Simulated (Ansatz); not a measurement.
The starting structures come from a database of crystals and need not be the phases stable at ambient conditions.

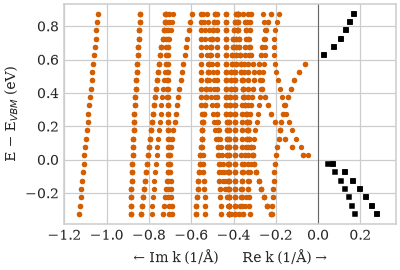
Figure: Complex bands at the centre of the two-dimensional zone; PBEsol in Ansatz (a first-principles code)

The gap is the functional's own. No spin-orbit coupling. Mid-gap values are interpolated on the energy grid.

Problem. This is Zr₃N₄ (I-43d, not sure to be the ambient phase, 14 atoms a cell, 11.1 Å³ an atom, -6 GPa at this level) along the normal of (111). Read off the slowest decay at the centre of the two-dimensional zone at 0.33 eV, the computed energy nearest the middle of the gap.

Solution. κ ≈ 0.16 1/Å, a decay length 1/(2κ) of the density of 3.2 Å.
